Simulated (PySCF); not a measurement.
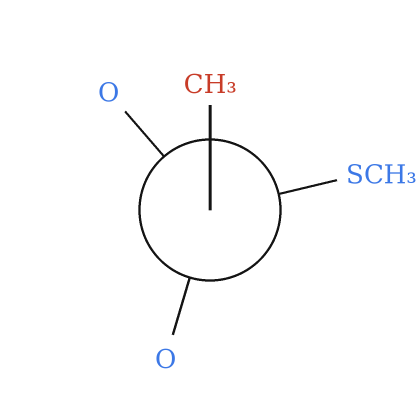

A Newman projection along the S–Mo bond, sulfur in front; angles are drawn as computed, but eclipsed bonds slightly apart. The species is neutral and a spin singlet. The geometry was computed by an optimisation with PBE0-D3(BJ)/def2-SVP. No frequency run is at hand to confirm it as a minimum.

Which molecule is it?

C2H6MoO2S2, C[S][Mo](=[O])(=[O])[S]C

What is the torsion angle from the front CH3 to the back SCH3? The sign is positive where the front bond must turn clockwise to cover the back bond.

77°, synclinal (gauche).
